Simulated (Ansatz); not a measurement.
# CF3NSi: single points with varied inputs

How do the results and run time of CF3NSi respond when the settings are drawn wide?

Program: Ansatz 0.2.0, Gaussian basis. Level of theory: the settings change from run to run. These are calculated values, not measurements.

## (1) The geometry

The geometry comes from an earlier relaxation with PBE0-D4 in a triple-zeta def2 set; it is a stationary point.

SMILES `N#C[Si](F)(F)F`, 6 atoms, charge 0, spin multiplicity 1.

Atoms are counted from 1 here; the program's logs count them from 0.

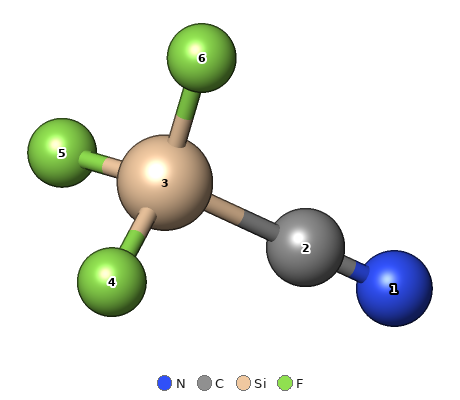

The geometry (nitrogen blue, carbon grey, silicon light orange, fluorine green); atoms are numbered from 1 in the order of the file.

As a file:

```xyz
6

N     2.1470   -0.7142    0.9029
C     1.1342   -0.3813    0.4720
Si   -0.4703    0.1462   -0.2108
F    -1.3114   -1.1166   -0.5812
F    -0.2260    1.0104   -1.4886
F    -1.2315    0.9914    0.8596
```

## (2) wB97X/cc-pCVTZ

Contents of in.yaml:

```yaml
crystal:
  periodic: [false, false, false]
  atoms:
    - {symbol: N, position_ang: [2.147004, -0.714242, 0.902940]}
    - {symbol: C, position_ang: [1.134189, -0.381283, 0.471960]}
    - {symbol: Si, position_ang: [-0.470318, 0.146237, -0.210794]}
    - {symbol: F, position_ang: [-1.311448, -1.116582, -0.581208]}
    - {symbol: F, position_ang: [-0.225961, 1.010417, -1.488633]}
    - {symbol: F, position_ang: [-1.231465, 0.991354, 0.859635]}
basis:
  gaussian: {orbitals: cc-pCVTZ}
hamiltonian: {xc: {name: wB97X}}
```

Command:

```
$ ansatz run in.yaml --threads 4 --pin off --events-out ev --progress --plain --max-ram 10444MiB
```

Log:

```text
Functional definition: wB97X
  name "wB97X"
  cite "Chai & Head-Gordon, J. Chem. Phys. 128, 084106 (2008) doi:10.1063/1.2834918"
  cite "Becke, J. Chem. Phys. 107, 8554 (1997) doi:10.1063/1.475007"
  parameter omega = 0.3/bohr
  parameter cx = 0.157706
  parameter cx1 = 0.726479
  parameter cx2 = 1.04760
  parameter cx3 = -5.70635
  parameter cx4 = 13.2794
  parameter css1 = -4.33879
  parameter css2 = 18.2308
  parameter css3 = -31.7430
  parameter css4 = 17.2901
  parameter cos1 = 2.37031
  parameter cos2 = -11.3995
  parameter cos3 = 6.58405
  parameter cos4 = -3.78132
  # The coefficients of nought are those of the uniform gas.
  exchange = spin_sum(e_x_unif_sr(omega)*poly(b97_u_x, 1 - cx, cx1, cx2, cx3, cx4)) + cx*exact_x_sr(omega)
      + exact_x_lr(omega)
  correlation = spin_sum(e_c_pw_same_spin*poly(b97_u_same, 1, css1, css2, css3, css4))
      + integral(e_c_pw_opposite_spin*poly(b97_u_opposite, 1, cos1, cos2, cos3, cos4))
1431 factors; their error is unknown
199 factors; integrals over basis functions are off by at most 1.9e-5 eV
mean field evaluation 1: about -18556.7174 eV, gradient 6.1e1 eV
mean field evaluation 2: about -18554.3666 eV, gradient 7.4e1 eV
mean field evaluation 4: about -18562.3122 eV, gradient 3.9e0 eV
mean field evaluation 8: about -18562.3371 eV, gradient 2.2e-2 eV
mean field evaluation 16: about -18562.3439 eV, gradient 2.9e-5 eV
mean field -18562.34386493 eV, -682.1535550278 hartree, gradient 3.0e-5 eV, S^2 0.000000; 0 other end points of the search recorded, 0 dependent functions left out
reference -18562.34384156 eV, -682.1535541688 hartree; 27, 27 occupied and 247, 247 virtual orbitals, 1431 factors
Total energy: -18562.34384156 eV, -682.1535541688 hartree
```

Wall time 3.6 s (4 threads of Arm Neoverse V2, shared host); peak memory 0.66 GiB.

## (3) rPW86-PBE/def2-mTZVP

This run has a grid of angular degree 47.

Edit in.yaml of step 2 so:

```diff
@@ -10,3 +10,4 @@
 basis:
-  gaussian: {orbitals: cc-pCVTZ}
-hamiltonian: {xc: {name: wB97X}}
+  gaussian: {orbitals: def2-mTZVP, final_grid: {core_spheres: 20, valence_spheres: 16, degree: 47}}
+hamiltonian: {xc: {name: rPW86-PBE}}
+output: {forces: true}
```

The command is unchanged.

Log, cut to the lines that bear on the results:

```text
Functional definition: rPW86-PBE
  name "rPW86-PBE"
  cite "Murray, Lee & Langreth, J. Chem. Theory Comput. 5, 2754 (2009) doi:10.1021/ct900365q"
  cite "Perdew, Burke & Ernzerhof, Phys. Rev. Lett. 77, 3865 (1996) doi:10.1103/PhysRevLett.77.3865"
  parent pbe
[...]
965 factors; their error is unknown
[...]
mean field -18590.43167783 eV, -683.1857631131 hartree, gradient 4.3e-5 eV, S^2 0.000000; 0 other end points of the search recorded, 0 dependent functions left out
[...]
reference -18590.43176719 eV, -683.1857663969 hartree; 27, 27 occupied and 90, 90 virtual orbitals, 965 factors
Total energy: -18590.43176719 eV, -683.1857663969 hartree
Atom 0 at     2.147004    -0.714242     0.902940 Å, force     1.561876    -0.513444     0.664615 eV/Å
Atom 1 at     1.134189    -0.381283     0.471960 Å, force    -1.268267     0.416893    -0.539677 eV/Å
Atom 2 at    -0.470318     0.146237    -0.210794 Å, force     0.879598    -0.289602     0.374286 eV/Å
Atom 3 at    -1.311448    -1.116582    -0.581208 Å, force    -0.728460    -1.097593    -0.320829 eV/Å
Atom 4 at    -0.225961     1.010417    -1.488633 Å, force     0.214454     0.750154    -1.109366 eV/Å
Atom 5 at    -1.231465     0.991354     0.859635 Å, force    -0.659202     0.733592     0.930972 eV/Å
Dipole moment:    -0.283702     0.093260    -0.120722 e Å
```

Wall time 1.2 s (4 threads of Arm Neoverse V2, shared host).

Largest force 1.773 eV/Å, dipole 1.55 D.

## (4) r2SCAN/6-31G*

This run has charge +1, multiplicity 2, D4 dispersion, high accuracy.

Edit in.yaml of step 3 so:

```diff
@@ -10,4 +10,7 @@
 basis:
-  gaussian: {orbitals: def2-mTZVP, final_grid: {core_spheres: 20, valence_spheres: 16, degree: 47}}
-hamiltonian: {xc: {name: rPW86-PBE}}
+  gaussian: {orbitals: "6-31G*"}
+total_charge: 1
+magnetization: {spin_polarized: true, initial_magnetization: 1}
+hamiltonian: {xc: {name: r2SCAN}, dispersion: d4}
+accuracy: high
 output: {forces: true}
```

The command is unchanged.

Log, cut to the lines that bear on the results:

```text
Functional definition: r2SCAN
  name "r2SCAN"
  cite "Furness, Kaplan, Ning, Perdew & Sun, J. Phys. Chem. Lett. 11, 8208 (2020) doi:10.1021/acs.jpclett.0c02405"
  cite "Furness, Kaplan, Ning, Perdew & Sun, J. Phys. Chem. Lett. 11, 9248 (2020) doi:10.1021/acs.jpclett.0c03077"
  parent r2scan
[...]
1895 factors; integrals over basis functions are off by at most 3.1e-9 eV
[...]
mean field -18540.38674560 eV, -681.3466457752 hartree, gradient 3.8e-8 eV, S^2 0.760142; 14 other end points of the search recorded, 0 dependent functions left out
[...]
reference -18540.38674806 eV, -681.3466458658 hartree; 27, 26 occupied and 67, 68 virtual orbitals, 1895 factors
WARN: the results are in doubt because the forces break the atoms' symmetry
Total energy: -18540.41513105 eV, -681.3476889214 hartree
Atom 0 at     2.147004    -0.714242     0.902940 Å, force     4.535343    -1.347857     2.265492 eV/Å
Atom 1 at     1.134189    -0.381283     0.471960 Å, force    -3.300614     0.791505    -2.092620 eV/Å
Atom 2 at    -0.470318     0.146237    -0.210794 Å, force    -2.270822     0.921968    -0.554768 eV/Å
Atom 3 at    -1.311448    -1.116582    -0.581208 Å, force     0.221260    -0.731034     0.092628 eV/Å
Atom 4 at    -0.225961     1.010417    -1.488633 Å, force     0.686647     0.180926    -0.296704 eV/Å
Atom 5 at    -1.231465     0.991354     0.859635 Å, force     0.128186     0.184491     0.585972 eV/Å
Dipole moment:     0.729743    -0.272537     0.234093 e Å
In doubt: the forces break the atoms' symmetry
```

It took 93 s on 4 threads of Arm Neoverse V2, shared host.

Largest force 5.246 eV/Å, ⟨S²⟩ 0.760. The log holds a warning on this run.

## (5) RPBE/ANO-RCC-VTZP

Set apart from the defaults: density fitting with cc-pVTZ-jkfit, D3(BJ) dispersion, the search for lower states set to light.

Edit in.yaml of step 4 so:

```diff
@@ -10,7 +10,4 @@
 basis:
-  gaussian: {orbitals: "6-31G*"}
-total_charge: 1
-magnetization: {spin_polarized: true, initial_magnetization: 1}
-hamiltonian: {xc: {name: r2SCAN}, dispersion: d4}
-accuracy: high
-output: {forces: true}
+  gaussian: {orbitals: ANO-RCC-VTZP, fitting: {mean_field: cc-pVTZ-jkfit}}
+hamiltonian: {xc: {name: RPBE}, dispersion: d3bj}
+scf: {lower_state_search: light}
```

Same command.

Log:

```text
Functional definition: RPBE
  name "RPBE"
  cite "Hammer, Hansen & Nørskov, Phys. Rev. B 59, 7413 (1999) doi:10.1103/PhysRevB.59.7413"
  cite "Perdew, Burke & Ernzerhof, Phys. Rev. Lett. 77, 3865 (1996) doi:10.1103/PhysRevLett.77.3865"
  parameter kappa = 0.804
  parameter beta = 0.06672455060314922
  exchange = rpbe_x(kappa = kappa, mu = beta*pi^2/3)
  correlation = pbe_c(beta = beta)
516 factors; integrals over basis functions are off by at most 4.1e-1 eV
mean field evaluation 1: about -18580.6479 eV, gradient 7.0e1 eV
mean field evaluation 2: about -18556.1563 eV, gradient 1.3e2 eV
mean field evaluation 4: about -18588.4708 eV, gradient 8.8e0 eV
mean field evaluation 8: about -18588.5925 eV, gradient 1.8e-1 eV
mean field evaluation 16: about -18588.5925 eV, gradient 1.3e-5 eV
mean field -18588.59253550 eV, -683.1181758792 hartree, gradient 1.3e-5 eV, S^2 0.000000; 0 other end points of the search recorded, 0 dependent functions left out
reference -18588.59259986 eV, -683.1181782442 hartree; 27, 27 occupied and 157, 157 virtual orbitals, 516 factors
Total energy: -18589.32115653 eV, -683.1449522079 hartree
Relativity: scalar
```

Run time: 1.5 s. Hardware: 4 threads of Arm Neoverse V2, shared host.

## (6) r2SCANh/cc-pVTZ

This run has a grid of angular degree 47, D3(BJ) dispersion.

Edit in.yaml of step 5 so:

```diff
@@ -10,4 +10,4 @@
 basis:
-  gaussian: {orbitals: ANO-RCC-VTZP, fitting: {mean_field: cc-pVTZ-jkfit}}
-hamiltonian: {xc: {name: RPBE}, dispersion: d3bj}
-scf: {lower_state_search: light}
+  gaussian: {orbitals: cc-pVTZ, final_grid: {core_spheres: 20, valence_spheres: 16, degree: 47}}
+hamiltonian: {xc: {name: r2SCANh}, dispersion: d3bj}
+output: {forces: true}
```

The command is unchanged.

Log, cut to the lines that bear on the results:

```text
Warning: the engine holds no damping parameters fitted to this dispersion correction and functional, so the run takes those fitted to r2scanh beside the three-body term, which d3bj leaves out (hamiltonian.dispersion, under Limitations)
Functional definition: r2SCANh
  name "r2SCANh"
  cite "Bursch, Neugebauer, Ehlert & Grimme, J. Chem. Phys. 156, 134105 (2022) doi:10.1063/5.0086040"
  cite "Furness, Kaplan, Ning, Perdew & Sun, J. Phys. Chem. Lett. 11, 8208 (2020) doi:10.1021/acs.jpclett.0c02405"
  cite "Furness, Kaplan, Ning, Perdew & Sun, J. Phys. Chem. Lett. 11, 9248 (2020) doi:10.1021/acs.jpclett.0c03077"
  parent r2scan
[...]
1052 factors; their error is unknown
[...]
mean field -18558.57007110 eV, -682.0148706625 hartree, gradient 1.9e-5 eV, S^2 0.000000; 0 other end points of the search recorded, 0 dependent functions left out
[...]
reference -18558.57007809 eV, -682.0148709192 hartree; 27, 27 occupied and 157, 157 virtual orbitals, 1052 factors
Total energy: -18558.60226166 eV, -682.0160536436 hartree
Atom 0 at     2.147004    -0.714242     0.902940 Å, force     0.101773    -0.033493     0.043306 eV/Å
Atom 1 at     1.134189    -0.381283     0.471960 Å, force    -0.079917     0.026211    -0.034007 eV/Å
Atom 2 at    -0.470318     0.146237    -0.210794 Å, force     0.211468    -0.069795     0.089982 eV/Å
Atom 3 at    -1.311448    -1.116582    -0.581208 Å, force    -0.135037    -0.182984    -0.059307 eV/Å
Atom 4 at    -0.225961     1.010417    -1.488633 Å, force     0.025293     0.131441    -0.193827 eV/Å
Atom 5 at    -1.231465     0.991354     0.859635 Å, force    -0.123581     0.128619     0.153852 eV/Å
Dipole moment:    -0.306154     0.100641    -0.130276 e Å
```

It took 3 s on 4 threads of Arm Neoverse V2, shared host.

Largest force 0.240 eV/Å, dipole 1.67 D.

## (7) CCSD(T)/6-31++G**

Set apart from the defaults: finite nuclei, correlated electrons set to all.

Edit in.yaml of step 6 so:

```diff
@@ -10,4 +10,4 @@
 basis:
-  gaussian: {orbitals: cc-pVTZ, final_grid: {core_spheres: 20, valence_spheres: 16, degree: 47}}
-hamiltonian: {xc: {name: r2SCANh}, dispersion: d3bj}
-output: {forces: true}
+  gaussian: {orbitals: "6-31++G**", nuclear_model: gaussian}
+hamiltonian: {xc: {name: HF}}
+correlation: {method: ccsd_t, electrons: all}
```

Same command.

Log, cut to the lines that bear on the results:

```text
Functional definition: HF
  name "HF"
  cite "Fock, Z. Phys. 61, 126 (1930) doi:10.1007/BF01340294"
  parent pbe
[...]
984 factors; integrals over basis functions are off by at most 8.3e-4 eV
[...]
mean field -18497.58326486 eV, -679.7736468712 hartree, gradient 1.6e-6 eV, S^2 0.000000; 0 other end points of the search recorded, 0 dependent functions left out
reference -18497.58326486 eV, -679.7736468712 hartree; 27, 27 occupied and 91, 91 virtual orbitals, 984 factors
second order -25.06861450 eV of doubles, -0.00000000 eV of singles
cycle   1  -24.37026023 eV  change    7.0e-1 eV  update   1.3e-1
[...]
cycle   8  -25.19107772 eV  change    2.6e-5 eV  update   4.5e-5
perturbative correction -0.72649222 eV, -0.0266980966 hartree
Total energy: -18523.50083479 eV, -680.7260999988 hartree
```

Wall time 8 s (4 threads of Arm Neoverse V2, shared host); peak memory 0.69 GiB.

T1 0.012.

## (8) BLYP/def2-mTZVPP

This run has charge +1, multiplicity 2.

Edit in.yaml of step 7 so:

```diff
@@ -10,4 +10,6 @@
 basis:
-  gaussian: {orbitals: "6-31++G**", nuclear_model: gaussian}
-hamiltonian: {xc: {name: HF}}
-correlation: {method: ccsd_t, electrons: all}
+  gaussian: {orbitals: def2-mTZVPP}
+total_charge: 1
+magnetization: {spin_polarized: true, initial_magnetization: 1}
+hamiltonian: {xc: {name: BLYP}}
+output: {forces: true}
```

Launched as before.

Log, cut to the lines that bear on the results:

```text
Functional definition: BLYP
  name "BLYP"
  cite "Becke, Phys. Rev. A 38, 3098 (1988) doi:10.1103/PhysRevA.38.3098"
  cite "Lee, Yang & Parr, Phys. Rev. B 37, 785 (1988) doi:10.1103/PhysRevB.37.785"
[...]
1038 factors; their error is unknown
[...]
mean field -18550.44252000 eV, -681.7161886686 hartree, gradient 5.3e-6 eV, S^2 0.754556; 19 other end points of the search recorded, 0 dependent functions left out
[...]
reference -18550.44279907 eV, -681.7161989239 hartree; 27, 26 occupied and 115, 116 virtual orbitals, 1038 factors
WARN: the results are in doubt because the forces break the atoms' symmetry
Total energy: -18550.44279907 eV, -681.7161989239 hartree
Atom 0 at     2.147004    -0.714242     0.902940 Å, force     3.372351    -1.033627     1.769884 eV/Å
Atom 1 at     1.134189    -0.381283     0.471960 Å, force    -2.007478     0.543962    -1.577089 eV/Å
Atom 2 at    -0.470318     0.146237    -0.210794 Å, force    -1.367263     0.698863    -0.127965 eV/Å
Atom 3 at    -1.311448    -1.116582    -0.581208 Å, force    -0.326622    -1.063122    -0.115043 eV/Å
Atom 4 at    -0.225961     1.010417    -1.488633 Å, force     0.641238     0.445720    -0.803380 eV/Å
Atom 5 at    -1.231465     0.991354     0.859635 Å, force    -0.312226     0.408204     0.853594 eV/Å
Dipole moment:     0.577628    -0.220693     0.168437 e Å
In doubt: the forces break the atoms' symmetry
```

Run time: 30 s. Hardware: 4 threads of Arm Neoverse V2, shared host.

Largest force 3.946 eV/Å, ⟨S²⟩ 0.755. The log holds a warning on this run.

## (9) B3LYP/pcseg-2

This run has D3(BJ) with three-body dispersion.

Edit in.yaml of step 8 so:

```diff
@@ -10,6 +10,3 @@
 basis:
-  gaussian: {orbitals: def2-mTZVPP}
-total_charge: 1
-magnetization: {spin_polarized: true, initial_magnetization: 1}
-hamiltonian: {xc: {name: BLYP}}
-output: {forces: true}
+  gaussian: {orbitals: pcseg-2}
+hamiltonian: {xc: {name: B3LYP}, dispersion: d3bjatm}
```

Same command.

Log, cut to the lines that bear on the results:

```text
Functional definition: B3LYP
  name "B3LYP"
  cite "Stephens, Devlin, Chabalowski & Frisch, J. Phys. Chem. 98, 11623 (1994) doi:10.1021/j100096a001"
  cite "Becke, Phys. Rev. A 38, 3098 (1988) doi:10.1103/PhysRevA.38.3098"
  cite "Lee, Yang & Parr, Phys. Rev. B 37, 785 (1988) doi:10.1103/PhysRevB.37.785"
  cite "Vosko, Wilk & Nusair, Can. J. Phys. 58, 1200 (1980) doi:10.1139/p80-159"
[...]
1060 factors; their error is unknown
[...]
mean field -18565.90623969 eV, -682.2844698853 hartree, gradient 2.9e-5 eV, S^2 0.000000; 0 other end points of the search recorded, 0 dependent functions left out
reference -18565.90647625 eV, -682.2844785788 hartree; 27, 27 occupied and 157, 157 virtual orbitals, 1060 factors
Total energy: -18566.11321687 eV, -682.2920761564 hartree
```

It took 1.3 s on 4 threads of Arm Neoverse V2, shared host.

## (10) PBE0/aug-cc-pVDZ

Options: density fitting with def2-universal-jkfit, D3(BJ) with three-body dispersion.

Edit in.yaml of step 9 so:

```diff
@@ -10,3 +10,4 @@
 basis:
-  gaussian: {orbitals: pcseg-2}
-hamiltonian: {xc: {name: B3LYP}, dispersion: d3bjatm}
+  gaussian: {orbitals: aug-cc-pVDZ, fitting: {mean_field: def2-universal-jkfit}}
+hamiltonian: {xc: {name: PBE0}, dispersion: d3bjatm}
+output: {forces: true}
```

Same command.

Log, cut to the lines that bear on the results:

```text
Functional definition: PBE0
  name "PBE0"
  cite "Adamo & Barone, J. Chem. Phys. 110, 6158 (1999) doi:10.1063/1.478522"
  cite "Perdew, Burke & Ernzerhof, Phys. Rev. Lett. 77, 3865 (1996) doi:10.1103/PhysRevLett.77.3865"
  parent pbe
[...]
511 factors; integrals over basis functions are off by at most 2.2e-1 eV
[...]
mean field -18546.61601047 eV, -681.5755670370 hartree, gradient 3.6e-5 eV, S^2 0.000000; 0 other end points of the search recorded, 0 dependent functions left out
[...]
reference -18546.61605729 eV, -681.5755687577 hartree; 27, 27 occupied and 115, 115 virtual orbitals, 511 factors
Total energy: -18546.71529023 eV, -681.5792155007 hartree
Atom 0 at     2.147004    -0.714242     0.902940 Å, force     1.096258    -0.360382     0.466483 eV/Å
Atom 1 at     1.134189    -0.381283     0.471960 Å, force    -0.815667     0.268092    -0.347085 eV/Å
Atom 2 at    -0.470318     0.146237    -0.210794 Å, force     1.274011    -0.419315     0.542117 eV/Å
Atom 3 at    -1.311448    -1.116582    -0.581208 Å, force    -0.937820    -1.354676    -0.412563 eV/Å
Atom 4 at    -0.225961     1.010417    -1.488633 Å, force     0.234890     0.943440    -1.393255 eV/Å
Atom 5 at    -1.231465     0.991354     0.859635 Å, force    -0.851671     0.922842     1.144303 eV/Å
Dipole moment:    -0.286113     0.094052    -0.121748 e Å
```

Wall time 1 s (4 threads of Arm Neoverse V2, shared host).

Largest force 1.699 eV/Å, dipole 1.56 D.

## (11) All runs side by side

```
               level  charge  multiplicity  geometry  functions  energy (eV)   time
      wB97X/cc-pCVTZ       0             1   relaxed        274   -18562.344  3.6 s
rPW86-PBE/def2-mTZVP       0             1   relaxed        117   -18590.432  1.2 s
       r2SCAN/6-31G*       1             2   relaxed         94   -18540.415   93 s
   RPBE/ANO-RCC-VTZP       0             1   relaxed        184   -18589.321  1.5 s
     r2SCANh/cc-pVTZ       0             1   relaxed        184   -18558.602    3 s
   CCSD(T)/6-31++G**       0             1   relaxed        118   -18523.501    8 s
    BLYP/def2-mTZVPP       1             2   relaxed        142   -18550.443   30 s
       B3LYP/pcseg-2       0             1   relaxed        184   -18566.113  1.3 s
    PBE0/aug-cc-pVDZ       0             1   relaxed        142   -18546.715    1 s
```

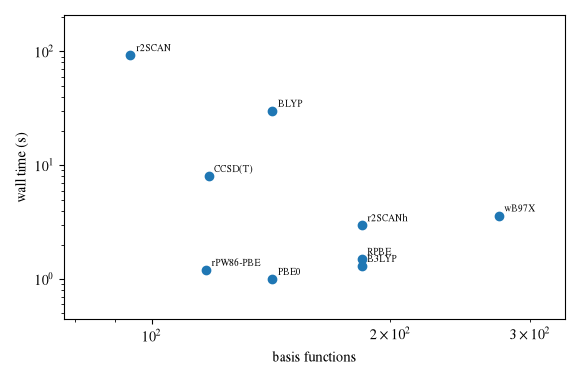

Wall time against the number of basis functions (shared host).

## (12) Summary of results

| quantity | value |
| --- | --- |
| runs | 9 |
| quickest | PBE0/aug-cc-pVDZ, 1 s |
| slowest | r2SCAN/6-31G*, 93 s |
| spread of total energies, same state and geometry | 66.9 eV |
| dipole, same state and geometry | 1.55 to 1.67 D |

r2SCAN/6-31G* took 93 times as long as PBE0/aug-cc-pVDZ. The jobs differ in tasks and options as well as level. Total energies at one charge and spin differ by 67 eV between levels, so only differences within one level mean anything. Some of these runs are scalar-relativistic and others not, which shifts the totals of all-electron atoms past neon by eV; core potentials, where a basis has them, take the core out of the total altogether. At the PBE0-D4/def2-TZVP geometry and in the same state, runs without warnings or point charges leave forces up to 1.77 eV/Å (rPW86-PBE/def2-mTZVP). At that geometry and state the dipole changes by 8 % between the lowest and highest value.
